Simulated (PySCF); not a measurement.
## A study: CH6NPSi2, SMILES `N#C[SiH]([SiH3])P`

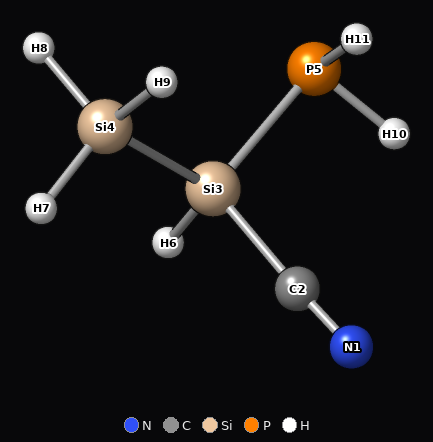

The molecule, with its atoms numbered as below. No frequency check shows the geometry to be a minimum.

Coordinates in Å:

```
N1       1.0614   -2.6999    0.3819
C2       0.6631   -1.7018   -0.0182
Si3      0.0283   -0.0331   -0.5872
Si4     -2.1477    0.2666    0.1901
P5       1.4737    1.5290    0.1544
H6       0.2498   -0.1024   -2.0410
H7      -3.0239   -0.7718   -0.3487
H8      -2.6600    1.5689   -0.2389
H9      -2.2115    0.2127    1.6522
H10      2.5796    0.6997    0.1596
H11      1.2252    1.2981    1.4964
```

## 1. Electrostatic potential

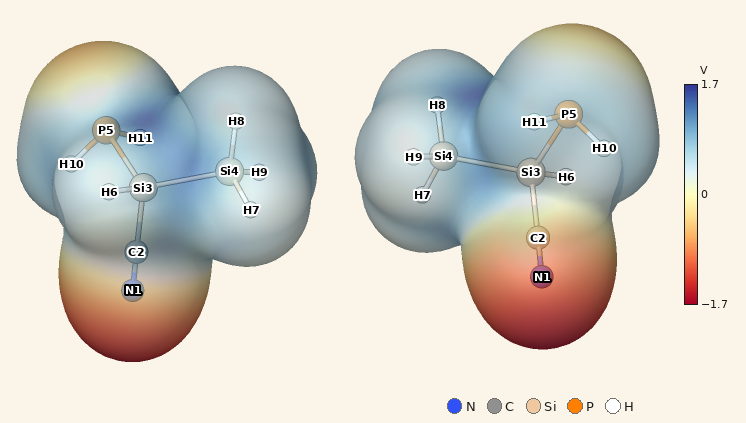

Electrostatic potential on the surface of electron density 0.001 a.u. (back view left, front view right).

Level of theory: HF/def2-SVPD (PySCF), at a geometry from GFN2-xTB.

Where are the extremes of the potential on the surface?

Answer. Highest: 1.58 V, off the Si3–H6 bond (2.1 Å from its atoms). Further maxima include 1.38 V, near H8 (2.05 Å), Si4 (2.13 Å) and H7 (2.18 Å); 1.25 V, off the Si3–H6 bond (2.0 to 2.2 Å from its atoms). Lowest: −1.66 V, 1.9 Å from N1. Further minima include −0.52 V, 2.4 Å from P5; 0.24 V, 1.5 Å from H7. The surface is sampled at points, so like sites can differ by a few per cent and only the strongest of them is named.

What volume does the surface enclose, and what is the dipole moment?

Answer. About 166 Å³; the dipole moment is 3.4 D.

## 2. In an electric field

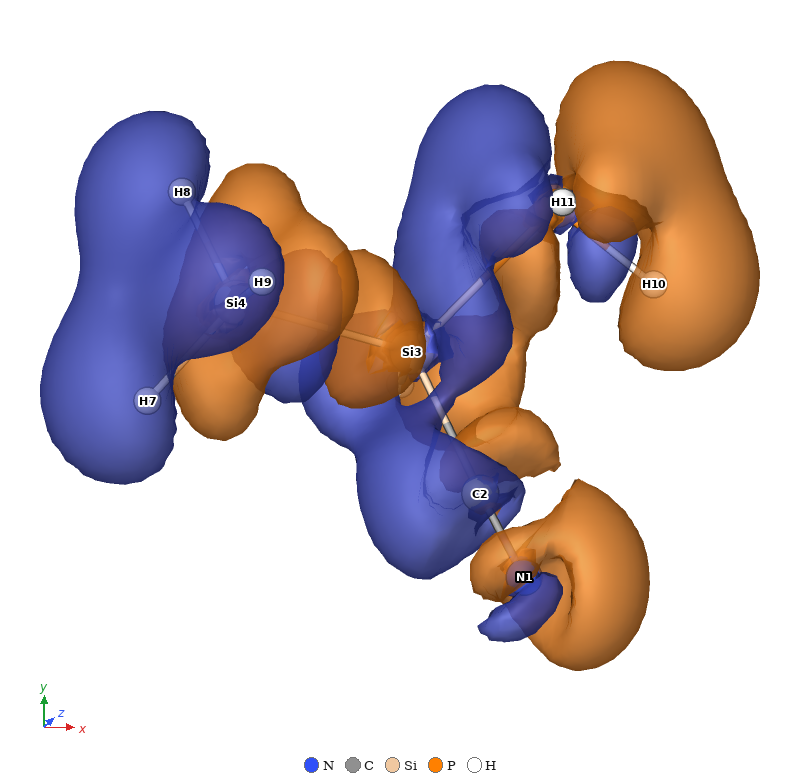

Change of the electron density in a uniform field of 0.51 V/Å, surfaces at ±0.003 e/Å³ (orange: gain, blue: loss).

Method: B3LYP/def2-SVPD; geometry: GFN2-xTB; program: PySCF.

Along which Cartesian direction does the field point?

Answer. Along −x: electrons gather on the +x side, against the field.

What dipole is induced, and what polarisability does it imply?

Answer. The induced dipole is 2.82 D (along the field); α along this axis, from the fields in both directions, is 112 bohr³ (16.5 Å³).

Which atoms gain and lose the most charge?

Answer. Electrons gather most on P5 (Hirshfeld charge changes by −0.030 e) and leave Si4 most (+0.027 e); 0.216 electrons are displaced in all.

## 3. Removing or adding an electron

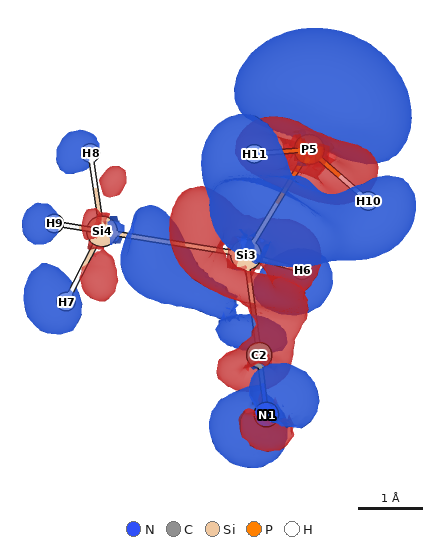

Fukui function f⁻ = ρ(N) − ρ(N−1) at fixed geometry, surfaces at ±0.015 e/Å³ (blue positive, red negative).

PySCF calculation, HF/def2-SVPD, gas phase; geometry: GFN2-xTB.

On which atoms does the density change most on removal of an electron?

Answer. f⁻ (Hirshfeld-condensed) is largest on P5 (0.50); the vertical ionisation energy is 9.06 eV (the stability of the cation's solution wasn't checked). Condensed values hint at sites of electrophilic attack but needn't mark the atom that reacts. Orbital relaxation makes it negative in places (0.32 e in all).

```tsv
atom	f⁻	charge
N1	+0.10	−0.24
C2	+0.01	−0.05
Si3	+0.09	+0.30
Si4	+0.05	+0.27
P5	+0.50	0.00
H6	+0.03	−0.07
H7	+0.03	−0.07
H8	+0.02	−0.07
H9	+0.02	−0.07
H10	+0.07	0.00
H11	+0.07	−0.01
```

The PySCF runs shown took 4.5 s, 91 s and 28 s on 1 thread of Intel(R) Xeon(R) Processor @ 2.70GHz, with other jobs on the host.
